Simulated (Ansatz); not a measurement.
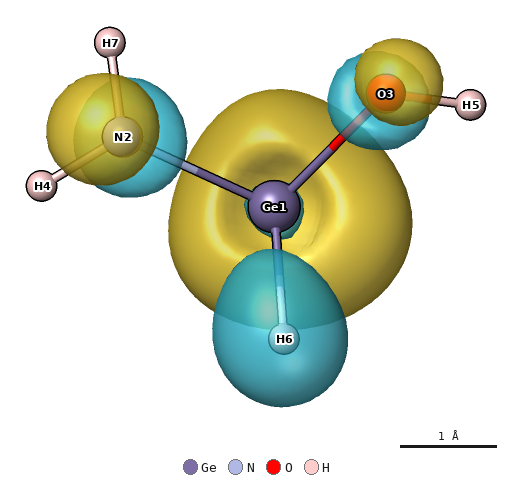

The picture shows: GeH4NO (doublet). The LUMO (β) at ±0.15 Å⁻³ᐟ² (yellow and cyan are the two phases), seen across its widest extent.

Geometry: B3LYP-D3(BJ)/def2-SVP.

Method: isolated molecule in a Gaussian basis; Kohn-Sham density functional theory, functional PBE0 in Ansatz.

```yaml
atoms:
  - { symbol: Ge, position_ang: [0.0405, -0.3504, -0.3312] }
  - { symbol: N, position_ang: [1.5902, 0.2005, 0.5060] }
  - { symbol: O, position_ang: [-0.1474, 0.9607, -1.5587] }
  - { symbol: H, position_ang: [1.9511, -0.4058, 1.2406] }
  - { symbol: H, position_ang: [-1.0198, 0.9411, -1.9743] }
  - { symbol: H, position_ang: [0.4230, -1.7167, -1.0286] }
  - { symbol: H, position_ang: [1.5993, 1.1684, 0.8249] }
```

> Describe this orbital and give its energy.

By Hirshfeld shares it lies mainly on Ge1 (about 60 %), N2 (about 15 %), H6 (about 10 %) and O3 (about 10 %). Its energy is −2.57 eV.
